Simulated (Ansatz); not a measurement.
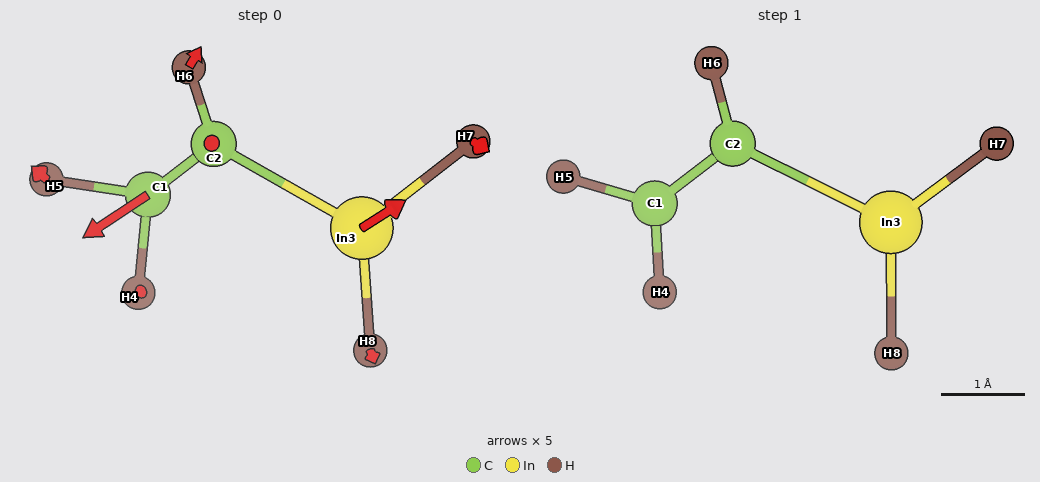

The structure of C$_{2}$H$_{5}$In before (left) and after (right) a relaxation, at one scale. The red arrows give the displacements, 5 times their true length.

The picture is a ball-and-stick view, seen at a tilt.

These are results of Ansatz 0.2.0, RKS rPW86-PBE-d4/x2c-TZVPPall, not measurements.

Input file:
```yaml
crystal:
  periodic: [false, false, false]
  atoms:
    - {symbol: C, position_ang: [-0.794406, 0.834744, -0.172584]}
    - {symbol: C, position_ang: [0.232090, 0.538829, -0.466862]}
    - {symbol: In, position_ang: [0.869771, -1.255392, 0.380658]}
    - {symbol: H, position_ang: [-1.712935, 0.359932, 0.556216]}
    - {symbol: H, position_ang: [-1.384289, 1.927900, -0.268989]}
    - {symbol: H, position_ang: [0.818199, 1.280367, -0.950322]}
    - {symbol: H, position_ang: [2.431233, -1.847440, -0.269157]}
    - {symbol: H, position_ang: [-0.352719, -2.163923, 1.108833]}
basis:
  gaussian: {orbitals: x2c-TZVPPall}
hamiltonian: {xc: {name: rPW86-PBE}, dispersion: d4}
scf: {lower_state_search: off}
relax: {f_tol: 0.0001, max_steps: 2}
```

Command:
```bash
ansatz run in.yaml --threads 4 --pin off --events-out ev --progress --plain --max-ram 10444MiB
```

Describe what moved and what it gained.

The relaxation stopped without meeting its thresholds, so the last structure isn't shown to be converged. The input was poor on purpose: steps. The atom that moves furthest after the best rigid fit is C1 (0.19 Å). By element the largest moves are C 0.19 Å, In 0.14 Å, H 0.06 Å. Among the contacts that change: C1–C2 1.108 → 1.288 Å, C1–H4 1.265 → 1.171 Å, C1–H5 1.246 → 1.162 Å, In3–H7 1.792 → 1.718 Å. Among the angles between lasting bonds that change: H4–C1–H5 91.7° → 105.3°, C2–C1–H4 136.5° → 128.9°, C2–C1–H5 130.7° → 125.7°. The energy falls by 70.9 kcal/mol in 1 geometry step. The largest force component goes from 27 to 5.6 eV/Å.
